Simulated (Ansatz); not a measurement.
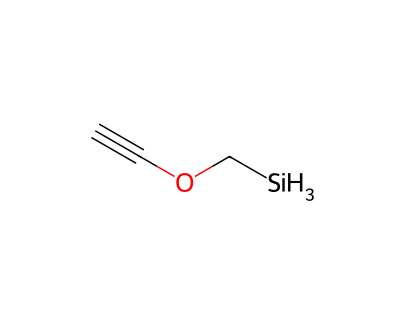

2D structure.

**Transcribe the drawing into SMILES.**

C#COC[SiH3]

**What is the molecular formula?**

C3H6OSi.

**An optimisation with PBE0-D4/def2-TZVP gave a structure of which point group?**

C1. Other conformers may differ.

The parts below concern this one geometry. Atoms keep their numbers from picture to picture. The computed structure is the end point of a PBE0-D4/def2-TZVP optimisation.

## Vibrations

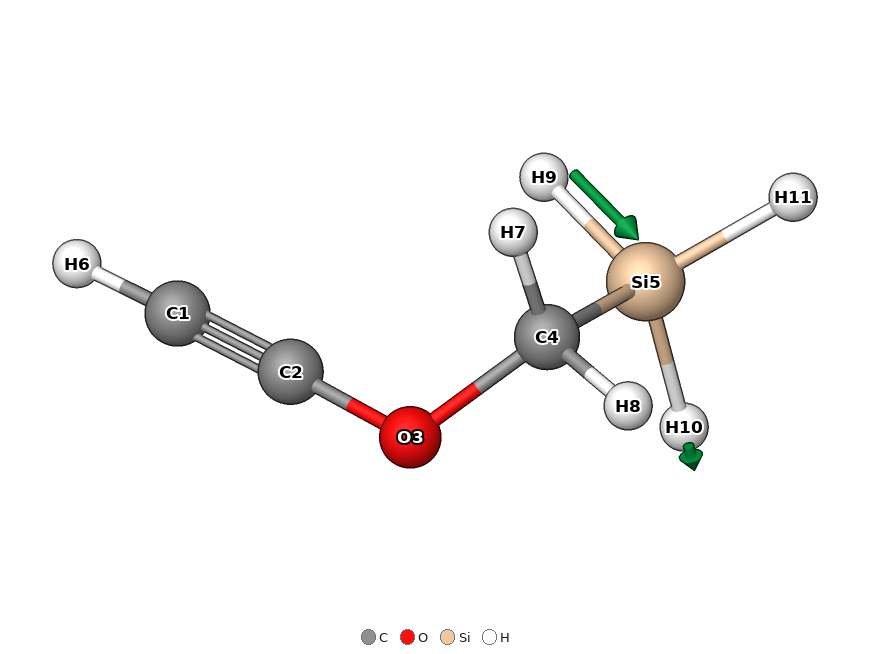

The arrows show one normal mode. Harmonic vibrations computed with RKS PBE0-D4/def2-TZVP (Ansatz 0.2.0) at a stationary point of the same level.

**Describe the motion.**

Mostly Si–H stretching.

**At what wavenumber does it lie?**

2259 cm⁻¹; it is mode 23 of 27 counted from the lowest.

## Dipole moment

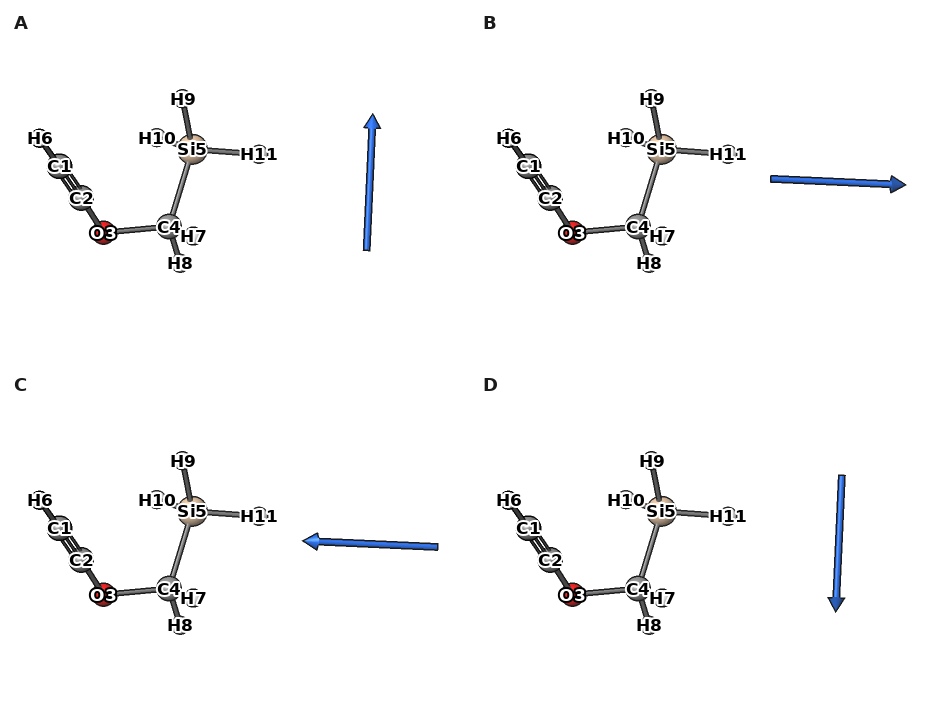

The same molecule four times, each with an arrow. Method: RKS PBE0-D4/def2-TZVP (Ansatz 0.2.0).

**Which arrow points along the dipole moment, from the negative to the positive end?**

B. The dipole moment is 1.75 D; it points from the side of H6 to the side of H11 (the outermost atoms at the two ends).

## Charges

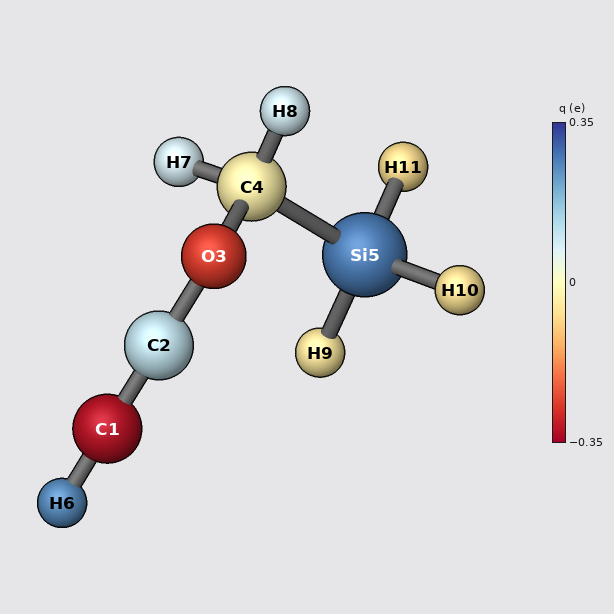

Atoms are coloured by their Mulliken charges. Properties computed with RKS r2SCAN-D4/def2-TZVPP (Ansatz 0.2.0).

Give the Mulliken charges atom by atom.

| atom | value (e) |
| --- | --- |
| C1 | −0.32 |
| C2 | 0.10 |
| O3 | −0.26 |
| C4 | −0.03 |
| Si5 | 0.27 |
| H6 | 0.25 |
| H7 | 0.08 |
| H8 | 0.08 |
| H9 | −0.05 |
| H10 | −0.06 |
| H11 | −0.07 |

Mulliken values depend strongly on the basis set and can even reverse the polarity of a bond.
